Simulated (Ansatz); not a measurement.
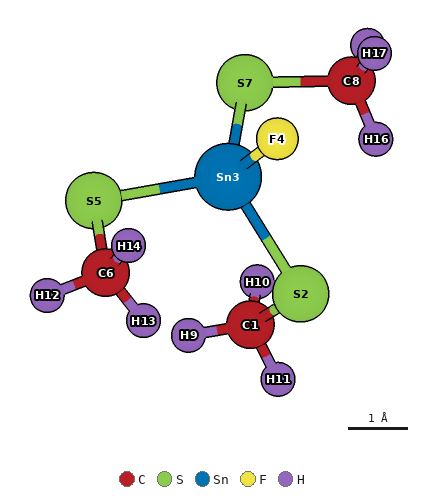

The input geometry of run 1 (ball-and-stick view, seen at a tilt; atoms are numbered from 1 in the order of the input). Sticks mark near contacts. Bond lengths as drawn: C–H 1.09 Å, C–S 1.82 Å, F–Sn 1.93 Å and S–Sn 2.37 to 2.38 Å.

## C₃H₉FS₃Sn: a failed or faulty run and its cure

System: C₃H₉FS₃Sn, SMILES C[S][Sn]([F])([S]C)[S]C.
Method of run 1: RKS BLYP/def2-SVP (Ansatz 0.2.0).

The geometry comes from this level: PBE0-D4/def2-TZVP. Text and figures count atoms from 1; the logs count them from 0 in places.

**Input, run 1**
```yaml
crystal:
  periodic: [true, true, true]
  atoms:
    - {symbol: C, position_ang: [-0.352968, 1.663695, -1.644969]}
    - {symbol: S, position_ang: [-0.858980, 1.503657, 0.097105]}
    - {symbol: Sn, position_ang: [0.156118, -0.610423, 0.524854]}
    - {symbol: F, position_ang: [-0.326582, -0.880232, 2.370317]}
    - {symbol: S, position_ang: [2.519999, -0.551827, 0.346001]}
    - {symbol: C, position_ang: [2.830935, 0.863637, 1.449083]}
    - {symbol: S, position_ang: [-0.773338, -2.360245, -0.778010]}
    - {symbol: C, position_ang: [-2.527902, -2.082827, -0.375928]}
    - {symbol: H, position_ang: [0.732096, 1.683621, -1.743760]}
    - {symbol: H, position_ang: [-0.766372, 0.860591, -2.254588]}
    - {symbol: H, position_ang: [-0.757051, 2.614651, -1.991758]}
    - {symbol: H, position_ang: [3.889748, 1.099210, 1.342468]}
    - {symbol: H, position_ang: [2.241854, 1.732392, 1.156324]}
    - {symbol: H, position_ang: [2.623989, 0.602069, 2.485419]}
    - {symbol: H, position_ang: [-3.093720, -2.741008, -1.035133]}
    - {symbol: H, position_ang: [-2.820774, -1.050710, -0.566709]}
    - {symbol: H, position_ang: [-2.736153, -2.346552, 0.659585]}
basis:
  gaussian: {orbitals: def2-SVP}
hamiltonian: {xc: {name: BLYP}}
```

Command:
```bash
ansatz run in.yaml --threads 4 --pin off --events-out ev --progress --plain --max-ram 66560MiB --backend cpu
```

Hardware: 4 CPU threads, shared host.

**Output (run 1)**
```
Error: YAML parse error: error: line 2 column 3: crystal: missing field `lattice` (a structure is typed as `lattice` and `atoms`, a molecule's as `atoms` in Å alone, or read from a run's directory, `checkpoint`)
 --> <input>:2:3
  |
1 | crystal:
2 |   periodic: [true, true, true]
  |   ^ crystal: missing field `lattice` (a structure is typed as `lattice` and `atoms`, a molecule's as `atoms` in Å alone, or read from a run's directory, `checkpoint`)
3 |   atoms:
4 |     - {symbol: C, position_ang: [-0.352968, 1.663695, -1.644969]}
  |
```

What went wrong, and how is the input to be mended?

The input was spoiled on purpose: periodic. The program refused the input: “YAML parse error: error: line 2 column 3: crystal: missing field `lattice` (a structure is typed as `lattice` and `atoms`, a molecule's as `atoms` in Å alone, or read from a run's directory, `checkpoint`) --> <input>:2:3 | 1 | crystal: 2 | periodic: [true, true, true] | ^ crystal: missing field `lattice` (a structure …”

A run of the same system that converges differs from this input as follows (lines with − go, lines with + come):
```diff
-  periodic: [true, true, true]
+  periodic: [false, false, false]
-hamiltonian: {xc: {name: BLYP}}
+correlation: {method: ccsd_t}
```

**Output (run 2)**
```
Functional definition: HF
  exchange = exact_x
  correlation = 0
1854 factors; integrals over basis functions are off by at most 1.2e-3 eV
mean field evaluation 1: about -44180.9329 eV, gradient 3.9e1 eV
mean field evaluation 2: about -44181.1440 eV, gradient 4.0e1 eV
mean field evaluation 4: about -44185.0654 eV, gradient 4.3e0 eV
mean field evaluation 8: about -44185.1379 eV, gradient 2.8e-1 eV
mean field evaluation 16: about -44180.9328 eV, gradient 3.9e1 eV
mean field -44185.13824421 eV, -1623.7738807125 hartree, gradient 2.7e-6 eV, S^2 0.000000; 0 other end points of the search recorded, 0 dependent functions left out
23 core orbitals not correlated: weight in the atoms' cores, before any rotation towards them, 1.000 or more for the frozen orbitals, at most 0.000 for the correlated occupied ones
reference -44185.13824421 eV, -1623.7738807125 hartree; 30, 30 occupied and 128, 128 virtual orbitals, 1854 factors
second order -30.37594076 eV of doubles, -0.00000000 eV of singles
cycle   1  -31.75318959 eV  change    -1.4e0 eV  update   1.3e-1
cycle   2  -32.53324830 eV  change   -7.8e-1 eV  update   4.0e-2
cycle   3  -32.73805495 eV  change   -2.0e-1 eV  update   2.2e-2
cycle   4  -32.74295263 eV  change   -4.9e-3 eV  update   4.9e-3
cycle   5  -32.73944743 eV  change    3.5e-3 eV  update   2.0e-3
cycle   6  -32.73953025 eV  change   -8.3e-5 eV  update   6.6e-4
cycle   7  -32.73931359 eV  change    2.2e-4 eV  update   2.3e-4
cycle   8  -32.73920820 eV  change    1.1e-4 eV  update   7.9e-5
cycle   9  -32.73920610 eV  change    2.1e-6 eV  update   3.3e-5
perturbative correction -0.97364034 eV, -0.0357806225 hartree
Total energy: -44218.85109065 eV, -1625.0128049677 hartree
```

**The two runs side by side**

| quantity | run 1 | run 2 |
| --- | --- | --- |
| outcome | refused | converged |
| total energy (hartree) | – | −1625.012805 |
